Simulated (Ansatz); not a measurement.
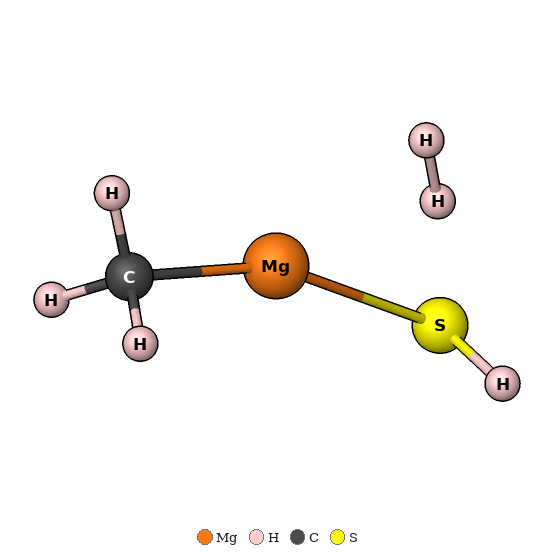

Sticks follow a distance rule. Harmonic vibrations computed with RKS PBE0-D4/def2-SVP (Ansatz 0.2.0) at a stationary point of the same level.

Is this a minimum or a saddle point?

Answer. A saddle point of order 2: imaginary frequencies 703i cm⁻¹, 60i cm⁻¹.

How many vibrational modes are there, and where do they lie?

Answer. 21 modes: 703i, 60i, 114, 153, 209, 395, 466, 529, 566, 600, 617, 1138, 1326, 1338, 1419, 1420, 1710, 2698, 3049, 3154, 3158 cm⁻¹.
